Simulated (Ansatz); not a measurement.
# HO$_{2}$Si (SMILES O=[Si]=[OH+]) (charge +1): what the fields show

```xyz
4

O    -1.9803    0.6410   -0.0333
Si   -0.5483    0.2321   -0.0070
O     0.9560   -0.0626    0.0260
H     1.5726   -0.8104    0.0144
```

Geometry: PBE0-D4/def2-TZVP.

Computed with RKS PBE0-D4/def2-TZVPP in Ansatz.

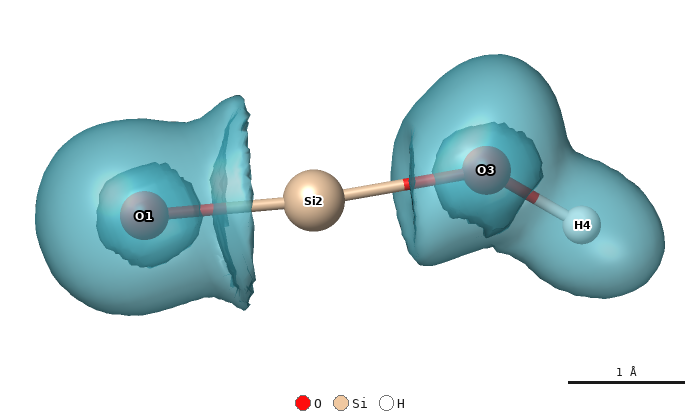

Figure 1. Isosurface of the ELF at 0.75 (cyan), seen at a tilt. Only the valence region is drawn (cores and ρ < 0.01 e/Å³ removed).

What do the ELF domains correspond to?

The surface consists of one region wrapped around O (its lone pairs, merged into a ring or cap) and one joined region spread over several atoms (H, O, Si), in which their bonds and any lone pairs are merged. Along the contacts the grid gives the following. Si–O (1.49 Å): the ELF peaks at about 0.80 in the valence shell of O, 0.6 Å from its nucleus, and is about 0.45 at the midpoint. O–H (0.97 Å): the ELF climbs to about 1 towards the hydrogen, as it does in any bond to H (an ordinary covalent bond to hydrogen).

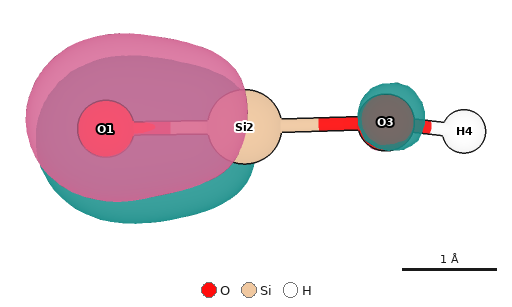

Figure 2. The HOMO−1 at ±0.15 Å⁻³ᐟ² (teal and pink are the two phases), seen from one side.

Where does this orbital lie, and at what energy?

By Hirshfeld shares it lies mainly on O1 (about 75 %) and Si2 (about 25 %); it is symmetric in the molecular plane (an in-plane orbital: σ, lone-pair or in-plane π type). Its energy is −16.77 eV.

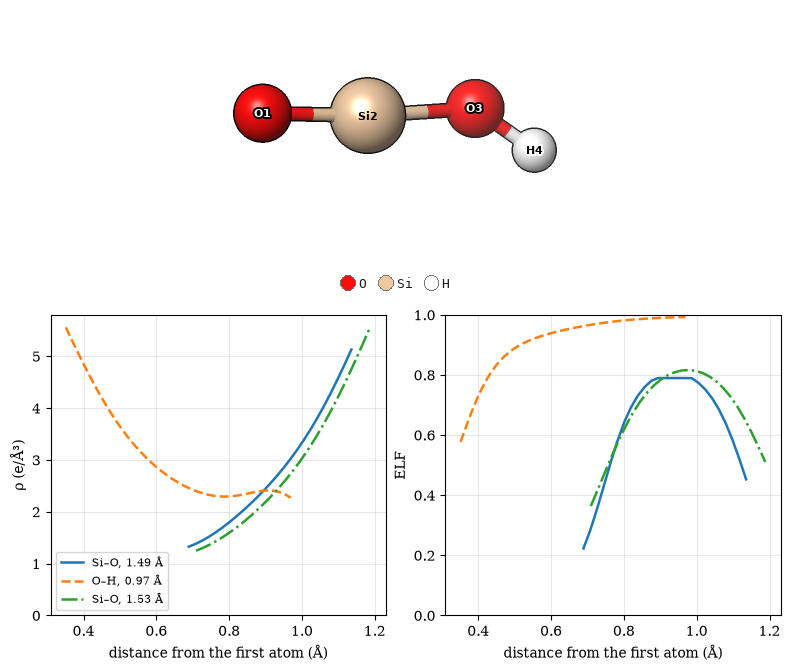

Figure 3. Electron density and ELF along straight lines between neighbouring atoms. The curves leave out the atomic cores. The structure is drawn too.

Compare the contacts.

Si–O (1.49 Å): the density is about 1.5 e/Å³ at the midpoint; the ELF peaks at about 0.80 in the valence shell of O, 0.6 Å from its nucleus, and is about 0.45 at the midpoint.
O–H (0.97 Å): ρ is about 3.8 e/Å³ halfway; the ELF climbs to about 1 towards the hydrogen (an ordinary covalent bond to hydrogen).
Si–O (1.53 Å): ρ is about 1.4 e/Å³ halfway; the ELF peaks at about 0.80 between the atoms (a polar covalent bond).

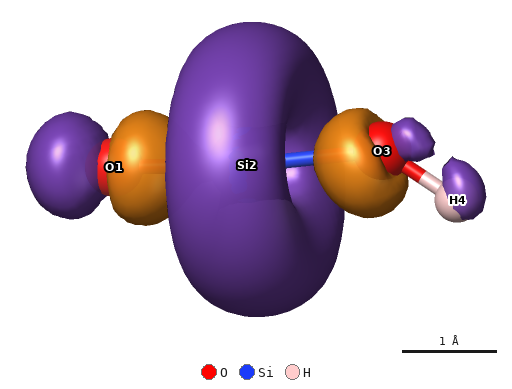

Figure 4. One frontier orbital at ±0.15 Å⁻³ᐟ² (orange and purple are the two phases), seen at a tilt.

Which orbital is it: HOMO or LUMO?

The LUMO, at −10.47 eV. Its weight (Hirshfeld) is mainly on Si2 (about 65 %), O1 (about 20 %) and O3 (about 10 %); it is symmetric in the molecular plane (an in-plane orbital: σ, lone-pair or in-plane π type).
